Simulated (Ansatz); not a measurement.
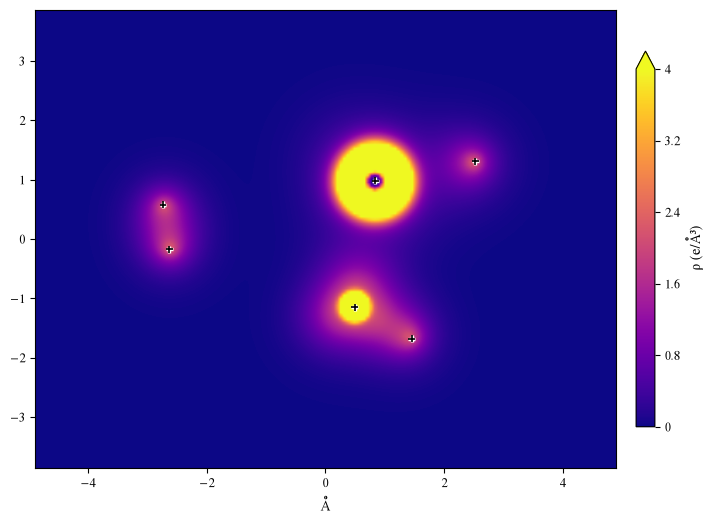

The electron density on a plane through atoms (crosses mark nuclei in the plane).

These are results of Ansatz, RKS PBE0-D4/def2-SVP, not measurements.

Candidates:
A. F4Hf···H4OSi
B. CH6Sn···H2

> Which system is this?

Candidate B: CH6Sn···H2 on the plane of atoms C2, Sn1 and H8, which holds Sn, C and H. Sn1···H9 (3.60 Å): the density falls to about 0.02 e/Å³ on the way; a weak contact between the two molecules. C–Sn (2.16 Å): the density is about 0.67 e/Å³ at the midpoint.
